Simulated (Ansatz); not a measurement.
# Resistivity from frozen vibrations: Ag(111) with 4 thermally displaced layers, 2x2, part 2 of 2

Aim: the resistivity of Ag at 800 K from frozen thermal displacements between perfect leads.

Ansatz 0.2.0; Ansatz plane-wave DFT, PBE, PAW files; ballistic transport by layer matching (Landauer), zero bias; PAW set soft_1.

So far, open channels per spin nearest the Fermi level: step 2 (with 4 displaced layers) 3.23.

**4. With 12 displaced layers**

System of this step: Ag(111) with 12 thermally displaced layers, 2x2. The cell holds 72 atoms: 72 Ag. Its edges and angles: a = 5.779 Å, b = 5.779 Å, c = 42.465 Å, α = 90.0°, β = 90.0°, γ = 120.0°. It derives from Ag. Regions: lead, 24 atoms (24 Ag); scattering region, 48 atoms (48 Ag). The structure is stacked along c, and the current runs across the ab planes.

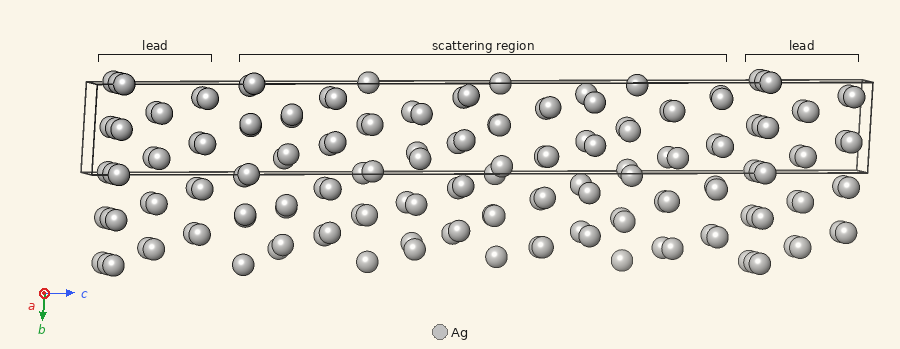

The cell of this step (silver light grey). 1×2×1 cells are drawn. Some periodic images of atoms are drawn too.

Contents of input.yaml:

```yaml
crystal:
  lattice:
    - [5.7787594586, 0.0, 0.0]
    - [-2.8893797293, 5.0045524935, 0.0]
    - [0.0, 0.0, 42.4650360593]
  atoms:
    - { symbol: Ag, position: [0.0, 0.0, 0.0277777778] }
    - { symbol: Ag, position: [0.0, 0.5, 0.0277777778] }
    - { symbol: Ag, position: [0.5, 0.0, 0.0277777778] }
    - { symbol: Ag, position: [0.5, 0.5, 0.0277777778] }
    - { symbol: Ag, position: [0.1666666667, 0.3333333333, 0.0833333333] }
    - { symbol: Ag, position: [0.1666666667, 0.8333333333, 0.0833333333] }
    - { symbol: Ag, position: [0.6666666667, 0.3333333333, 0.0833333333] }
    - { symbol: Ag, position: [0.6666666667, 0.8333333333, 0.0833333333] }
    - { symbol: Ag, position: [0.3333333333, 0.1666666667, 0.1388888889] }
    - { symbol: Ag, position: [0.3333333333, 0.6666666667, 0.1388888889] }
    - { symbol: Ag, position: [0.8333333333, 0.1666666667, 0.1388888889] }
    - { symbol: Ag, position: [0.8333333333, 0.6666666667, 0.1388888889] }
    - { symbol: Ag, position: [0.9848007964, 0.9972962768, 0.1953105313] }
    - { symbol: Ag, position: [0.963334793, 0.4438137698, 0.1941956355] }
    - { symbol: Ag, position: [0.5215375061, 0.0316749692, 0.1964335404] }
    - { symbol: Ag, position: [0.4731515172, 0.4788601972, 0.2013652287] }
    - { symbol: Ag, position: [0.2125515017, 0.3868253623, 0.2573298739] }
    - { symbol: Ag, position: [0.151600007, 0.8445861391, 0.2515770809] }
    - { symbol: Ag, position: [0.6887356507, 0.3491610166, 0.250695503] }
    - { symbol: Ag, position: [0.6491289523, 0.7894488609, 0.2494306638] }
    - { symbol: Ag, position: [0.3162639815, 0.1703493789, 0.3039461898] }
    - { symbol: Ag, position: [0.3609401736, 0.6905899324, 0.3066181219] }
    - { symbol: Ag, position: [0.8426880425, 0.1693814197, 0.3040141667] }
    - { symbol: Ag, position: [0.8219340219, 0.6521900165, 0.3068910666] }
    - { symbol: Ag, position: [0.0088460635, 0.0169781421, 0.3565377003] }
    - { symbol: Ag, position: [0.011317696, 0.4777234454, 0.3585835995] }
    - { symbol: Ag, position: [0.4867782013, 0.9835448677, 0.3621132086] }
    - { symbol: Ag, position: [0.4698583014, 0.4687630883, 0.3581997284] }
    - { symbol: Ag, position: [0.2004990421, 0.3346260145, 0.4126478488] }
    - { symbol: Ag, position: [0.1441558106, 0.7878878158, 0.4228266286] }
    - { symbol: Ag, position: [0.635097287, 0.3473165684, 0.4185379094] }
    - { symbol: Ag, position: [0.634374549, 0.8421037008, 0.4200990854] }
    - { symbol: Ag, position: [0.3489722765, 0.1742903352, 0.4754891582] }
    - { symbol: Ag, position: [0.3423164361, 0.6764928542, 0.4717860617] }
    - { symbol: Ag, position: [0.8355667752, 0.1391710605, 0.4749475925] }
    - { symbol: Ag, position: [0.804624252, 0.6348112592, 0.473479465] }
    - { symbol: Ag, position: [0.0568667318, 0.0280883478, 0.5260028322] }
    - { symbol: Ag, position: [0.0110239215, 0.4867336251, 0.5273508838] }
    - { symbol: Ag, position: [0.4684243495, 0.9323195322, 0.5284373451] }
    - { symbol: Ag, position: [0.4637718107, 0.4796306347, 0.5227027004] }
    - { symbol: Ag, position: [0.1145307389, 0.3057828094, 0.5861751655] }
    - { symbol: Ag, position: [0.208440351, 0.8325971518, 0.5870914448] }
    - { symbol: Ag, position: [0.6320672898, 0.2774891257, 0.5838493693] }
    - { symbol: Ag, position: [0.671679703, 0.8208144567, 0.5843736354] }
    - { symbol: Ag, position: [0.3352068418, 0.1414485721, 0.6338054] }
    - { symbol: Ag, position: [0.3246545178, 0.6605020871, 0.6376749682] }
    - { symbol: Ag, position: [0.8835054862, 0.2170670371, 0.6374547261] }
    - { symbol: Ag, position: [0.8647525488, 0.6941490408, 0.6413436824] }
    - { symbol: Ag, position: [0.0208112516, 0.9886311035, 0.6969909711] }
    - { symbol: Ag, position: [0.0629449562, 0.5234731717, 0.6923106756] }
    - { symbol: Ag, position: [0.5338073898, 0.0368711449, 0.6957145517] }
    - { symbol: Ag, position: [0.5082838984, 0.545069737, 0.6901425551] }
    - { symbol: Ag, position: [0.1791643542, 0.332860883, 0.74589122] }
    - { symbol: Ag, position: [0.2025925914, 0.8434943078, 0.7459837022] }
    - { symbol: Ag, position: [0.6755841036, 0.3207273048, 0.7434503109] }
    - { symbol: Ag, position: [0.6530899753, 0.8410310483, 0.7521881866] }
    - { symbol: Ag, position: [0.3381808056, 0.1679858299, 0.8071733331] }
    - { symbol: Ag, position: [0.3451848179, 0.7010427291, 0.8060672028] }
    - { symbol: Ag, position: [0.8486656785, 0.1824621271, 0.8019166187] }
    - { symbol: Ag, position: [0.8377168466, 0.7113128501, 0.8067097394] }
    - { symbol: Ag, position: [0.0, 0.0, 0.8611111111] }
    - { symbol: Ag, position: [0.0, 0.5, 0.8611111111] }
    - { symbol: Ag, position: [0.5, 0.0, 0.8611111111] }
    - { symbol: Ag, position: [0.5, 0.5, 0.8611111111] }
    - { symbol: Ag, position: [0.1666666667, 0.3333333333, 0.9166666667] }
    - { symbol: Ag, position: [0.1666666667, 0.8333333333, 0.9166666667] }
    - { symbol: Ag, position: [0.6666666667, 0.3333333333, 0.9166666667] }
    - { symbol: Ag, position: [0.6666666667, 0.8333333333, 0.9166666667] }
    - { symbol: Ag, position: [0.3333333333, 0.1666666667, 0.9722222222] }
    - { symbol: Ag, position: [0.3333333333, 0.6666666667, 0.9722222222] }
    - { symbol: Ag, position: [0.8333333333, 0.1666666667, 0.9722222222] }
    - { symbol: Ag, position: [0.8333333333, 0.6666666667, 0.9722222222] }
kpoints:
  mp_grid: { grid: [4, 4, 1] }
hamiltonian:
  xc: pbe
  pseudopotentials: { kind: paw, azcp: { folder: soft_1 } }
scf:
  occupations: { method: fermi_dirac, width: 0.1 }
output:
  transmission: { leads: [[0, 4]], kmesh: [8, 8], e_range: [-0.05, 0.05], de: 0.05 }
  write_potential: true
  write_density: true
  volumetric_format: npy
```

Run with:

```bash
ansatz run input.yaml --threads 4 --pin off --max-ram 15360MiB --backend cpu --events-out ev --progress --plain --runs-dir out
```

Numbers of over 12 decimals in the logs are rounded to 6 here.

The log of the run:

```text
[...]
Crystal: 72 atoms, lattice volume = 1228.093 Å³
Basis set: ecut = 420 eV, 24081 PW (Γ)
Bands: 821, of which v1, the nominal top of the filled ones, is band 684 counted from 1 (683 counted from 0)
Symmetry: 1 space group operations
[...]
k-points: 10 of 16 (time reversal used)
[...]
SCF iter   1: F=—  HF=-546531.561284 eV  |F-HF|=—  |Δ(HF+E_count)|=         —  Δρ=6.99e-2  dr2=6.42e1  ethr=3.10e-3  ⟨swp⟩=4.0  Hψ=24453  notcnv=0  defer=179
[...]
SCF iter  12: F=-546514.347081 eV  HF=-546514.347081 eV  |F-HF|=1.05e-9  |Δ(HF+E_count)|=   1.55e-8  Δρ=7.69e-7  dr2=6.22e-9  ethr=7.31e-12  ⟨swp⟩=1.0  Hψ=15451  notcnv=0
SCF 1 converged in 12 iterations: F = -546514.347081 eV  dr2 = 6.22e-9
[...]
transmission: 186 of 1802 steps passed
transmission: 363 of 1802 steps passed
[...]
transmission: 1802 of 1802 steps passed
SCF converged after 12 iterations
Free energy (F): -546514.347081 eV
[...]
Internal energy: -546513.523381 eV  (E = F + TS)
E sigma→0 (E₀):  -546513.935231 eV
Entropy (-TS):   -0.823700 eV (-11.440 meV/atom)
Fermi energy:    17.254279 eV
[...]
--- Band table (eV; the first three rows and the last of 10) ---
  k-point 0: bands = [... 680 lower, 17.5073, 17.7603, 17.8258, 17.8278, 17.8593, 17.8818, 17.9180, 18.0831, ... 133 higher]
  k-point 1: bands = [... 680 lower, 17.0118, 17.1065, 17.1202, 17.1945, 17.2350, 17.2895, 17.3432, 17.3698, ... 133 higher]
  k-point 2: bands = [... 680 lower, 16.8798, 16.9122, 16.9441, 16.9722, 17.2182, 17.2521, 17.3036, 17.3178, ... 133 higher]
  k-point 9: bands = [... 680 lower, 16.8677, 16.9042, 16.9479, 16.9813, 17.2219, 17.2726, 17.2969, 17.3131, ... 133 higher]
--- Transmission ---
  basis      : 253 plane waves across, 53 finite elements along
  points     : 34, standing for a mesh of 8 x 8
[...]
channels       : 3.234375e0 a spin
[...]
junction   : crystal 0 to crystal 0, 0.70 to 40.80 Å
    transmission   : 2.820877e0 a spin
[...]
```

Elapsed: 29 min, on 4 threads of Arm Neoverse V1, shared host; peak memory 8 GiB; 1.8 h of CPU time.

Numbers from this step:

* free energy: -546514.3471 eV
* energy at zero smearing: -546513.9352 eV
* Fermi energy: 17.25 eV
* transmission per spin nearest the Fermi level: 2.821
* open channels per spin nearest the Fermi level: 3.234
* step of the lead's potential: 7.8 meV

Per spin. Transmission, zone mean against energy, zero at the Fermi level:

| energy (eV) | transmission, zone mean |
| --- | --- |
| -0.0500 | 2.81 |
| 0.0000 | 2.82 |
| 0.0500 | 2.84 |

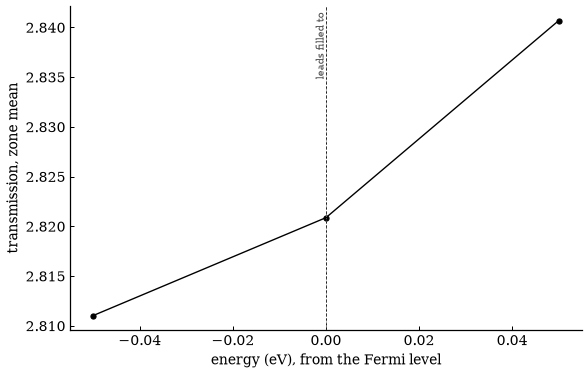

Transmission, zone mean, plotted against energy.

Over the solved energies the transmission per spin lies between 2.81 and 2.84, out of 3.23 channels of the lead on average (up to 3.23).

**5. The fit**

This step: Ansatz plane-wave DFT, PBE, PAW files; ballistic transport by layer matching (Landauer), zero bias; resistivity from the slope of the area resistance; PAW set soft_1 (Ansatz 0.2.0).

This step gave:

| Quantity | Value |
| --- | --- |
| resistivity | 5.999 µΩ cm |
| intercept | 5.43e-4 fΩ m² |
| scatter about the fit | 0.003900 fΩ m² |

Resistance, by row:

| run | length (Å) | T | channels N | RA (fΩ m²) |
| --- | --- | --- | --- | --- |
| n4 | 9.437 | 3.089 | 3.234 | 0.05439 |
| n8 | 18.87 | 2.983 | 3.297 | 0.1193 |
| n12 | 28.31 | 2.824 | 3.234 | 0.1676 |

Area resistance against length of the displaced region:

| length of the displaced region (Å) | area resistance (fΩ m²) |
| --- | --- |
| 9.44 | 0.0544 |
| 18.87 | 0.119 |
| 28.31 | 0.168 |

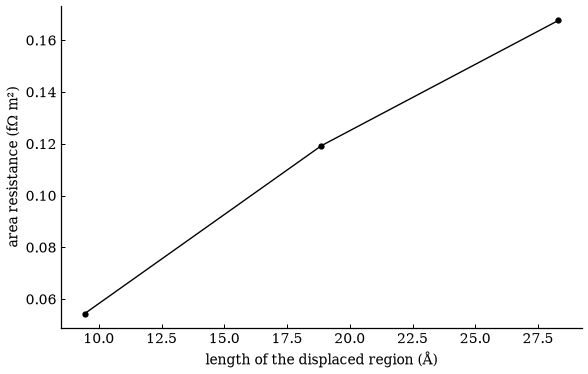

Area resistance against length of the displaced region.

The area resistance goes from 0.054 to 0.17 fΩ m² between 9.4 and 28.3 Å, a slope of 6.0 µΩ cm.

By hand from the end points: (0.1676 − 0.05439) fΩ m² / (28.31 − 9.44) Å = 6.0 µΩ cm, since 1 fΩ m² per Å is 1000 µΩ cm.

**6. Outcome**

| Quantity | Value |
| --- | --- |
| resistivity from the slope | 6.00 µΩ cm |
| area resistance over 9.44 Å | 0.0544 fΩ m² |
| area resistance over 18.9 Å | 0.119 fΩ m² |
| area resistance over 28.3 Å | 0.168 fΩ m² |

In words: The slope gives 6.0 µΩ cm. The points scatter by 0.0039 fΩ m² about the line, with one random draw a length in a 2x2 cell, so the slope is a rough value. The mean square of the displacements drawn is 0.75, 0.94 and 0.81 of the nominal one at the three lengths; with each resistance scaled back by that, the slope is 7.1 µΩ cm, the value used below. The lead's own channel count moves between the runs (3.23, 3.30 and 3.23), which shifts RA and the slope too. Read with a model of isotropic scattering on a spherical Fermi surface and the lead's 0.87×10¹⁵ S/m², this slope means a mean free path near 140 Å; over these lengths the model's slope is 1.15 times its bulk resistivity, which would be 6.2 µΩ cm. Uncorrelated displacements put too much weight on short waves, which scatter strongly; with the sideways repeat of a small cell, one draw and three short lengths, the method is good to a factor of two or three.

[Logs are printed without paths, hosts, clocks, repeated set-up lines and the standing remarks that a program may print on its own settings, such as how far it seeks lower states.]

[Hosts, paths, dates, database ids (printed as entryN), source tags and the programs' standing remarks are cut or masked in the printed files.]
